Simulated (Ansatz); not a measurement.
# Si2H3OF (SMILES F[Si]O[SiH3]) at B3LYP/def2-SVPD

What is the vertical singlet–triplet gap of Si2H3OF at B3LYP/def2-SVPD? 

Program for the calculation: Ansatz 0.2.0.

57 further runs of the same task are left out: 57 set aside as unsound or not needed.

**1. The molecule**

The species is Si2H3OF (7 atoms), meant as a singlet with charge 0. As SMILES, `F[Si]O[SiH3]`. The coordinates come from a PBE0-D4/def2-TZVP relaxation. This is one conformer, not always the lowest.

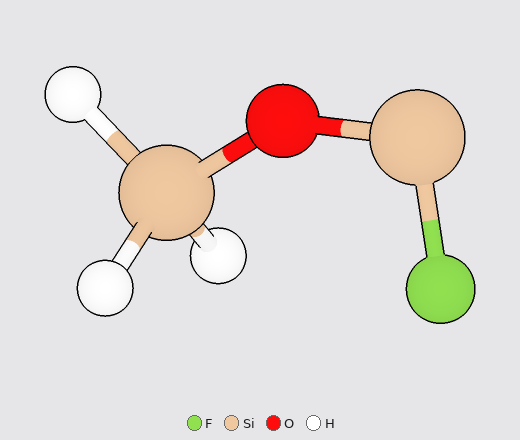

Viewed from a chosen angle; fluorine green, silicon light orange, oxygen red, hydrogen white.

**2. The energy at B3LYP/def2-SVPD**

molecule.yaml reads:

```yaml
basis:
  gaussian:
    orbitals: def2-SVPD
crystal:
  periodic: [false, false, false]
  atoms:
    - {symbol: F, position_ang: [0.639300, -1.829500, 1.608700]}
    - {symbol: Si, position_ang: [-0.428700, -2.165500, 0.441500]}
    - {symbol: O, position_ang: [-0.538300, -0.736500, -0.334600]}
    - {symbol: Si, position_ang: [-0.025600, 0.837100, -0.406700]}
    - {symbol: H, position_ang: [-0.705100, 1.480700, -1.555500]}
    - {symbol: H, position_ang: [-0.385700, 1.537800, 0.850000]}
    - {symbol: H, position_ang: [1.444000, 0.875800, -0.603300]}
hamiltonian:
  xc: {name: B3LYP}
accuracy: high
output:
  orbitals: {seedname: orbitals}
```

On the command line:

```console
$ ansatz run molecule.yaml --threads 1 --pin off --max-ram 3480MiB --events-out events.jsonl --progress --plain --runs-dir runs
```

Output:

```text
Warning: RAYON_NUM_THREADS=1 ignored (pool sized by the plan → 1); use --threads N
Functional definition: B3LYP
  name "B3LYP"
  parameter a0 = 0.2
  parameter ax = 0.72
  parameter ac = 0.81
  exchange = (1 - a0 - ax)*slater_x + ax*b88_x + a0*exact_x
  correlation = (1 - ac)*vwn_rpa_c + ac*lyp_c
2284 factors; integrals over basis functions are off by at most 3.8e-9 eV
mean field evaluation 1: about -20556.6394 eV, gradient 6.4e1 eV
mean field evaluation 2: about -20531.3516 eV, gradient 1.3e2 eV
mean field evaluation 4: about -20563.3550 eV, gradient 1.1e1 eV
mean field evaluation 8: about -20563.6171 eV, gradient 2.2e-1 eV
mean field evaluation 16: about -20563.6173 eV, gradient 5.3e-6 eV
mean field -20563.61728044 eV, -755.6989965359 hartree, gradient 1.5e-8 eV, S^2 0.000000; 0 other end points of the search recorded, 0 dependent functions left out
reference -20563.61732271 eV, -755.6989980893 hartree; 24, 24 occupied and 94, 94 virtual orbitals, 2284 factors
Total energy: -20563.61732271 eV, -755.6989980893 hartree
```

Wall time 11 s (1 thread of Arm Neoverse V2, shared host); peak memory 0.43 GiB.

**3. The triplet, same level**

run.yaml reads:

```yaml
basis:
  gaussian: {orbitals: def2-SVPD}
crystal:
  periodic: [false, false, false]
  atoms:
    - {symbol: F, position_ang: [0.639300, -1.829500, 1.608700]}
    - {symbol: Si, position_ang: [-0.428700, -2.165500, 0.441500]}
    - {symbol: O, position_ang: [-0.538300, -0.736500, -0.334600]}
    - {symbol: Si, position_ang: [-0.025600, 0.837100, -0.406700]}
    - {symbol: H, position_ang: [-0.705100, 1.480700, -1.555500]}
    - {symbol: H, position_ang: [-0.385700, 1.537800, 0.850000]}
    - {symbol: H, position_ang: [1.444000, 0.875800, -0.603300]}
magnetization: {spin_polarized: true, initial_magnetization: 2}
hamiltonian: {xc: {name: B3LYP}}
accuracy: high
output: {orbitals: {seedname: orbitals}}
```

On the command line:

```console
$ ansatz run run.yaml --threads 1 --pin off --max-ram 3480MiB --events-out events.jsonl --progress --plain --runs-dir runs
```

Output:

```text
Warning: RAYON_NUM_THREADS=1 ignored (pool sized by the plan → 1); use --threads N
Functional definition: B3LYP
  name "B3LYP"
  parameter a0 = 0.2
  parameter ax = 0.72
  parameter ac = 0.81
  exchange = (1 - a0 - ax)*slater_x + ax*b88_x + a0*exact_x
  correlation = (1 - ac)*vwn_rpa_c + ac*lyp_c
2284 factors; integrals over basis functions are off by at most 3.8e-9 eV
mean field evaluation 1: about -20553.4286 eV, gradient 4.4e1 eV
mean field evaluation 2: about -20515.1036 eV, gradient 1.0e2 eV
mean field evaluation 4: about -20559.9984 eV, gradient 9.4e0 eV
mean field evaluation 8: about -20560.3727 eV, gradient 5.1e-1 eV
mean field evaluation 16: about -20560.3739 eV, gradient 1.1e-4 eV
mean field -20560.37390873 eV, -755.5798048239 hartree, gradient 7.6e-8 eV, S^2 2.001445; 0 other end points of the search recorded, 0 dependent functions left out
reference -20560.37395102 eV, -755.5798063780 hartree; 25, 23 occupied and 93, 95 virtual orbitals, 2284 factors
Total energy: -20560.37395102 eV, -755.5798063780 hartree
```

Run time: 18 s. Hardware: 1 thread of Arm Neoverse V2, shared host; peak memory 0.58 GiB.

**4. Summary of results**

Level: B3LYP/def2-SVPD.

| quantity | value |
| --- | --- |
| singlet: total energy | -755.69900 Eh |
| singlet: HOMO energy | -7.61 eV |
| singlet: LUMO energy | -1.98 eV |
| singlet: HOMO–LUMO gap | 5.64 eV |
| triplet: total energy | -755.57981 Eh |
| triplet: HOMO energy (highest over α and β) | -4.49 eV |
| triplet: ⟨S²⟩ | 2.001 |
| vertical energy of the triplet above the singlet | 3.243 eV |

**Reading.** At this shape the triplet lies 3.24 eV (75 kcal/mol) above the singlet.
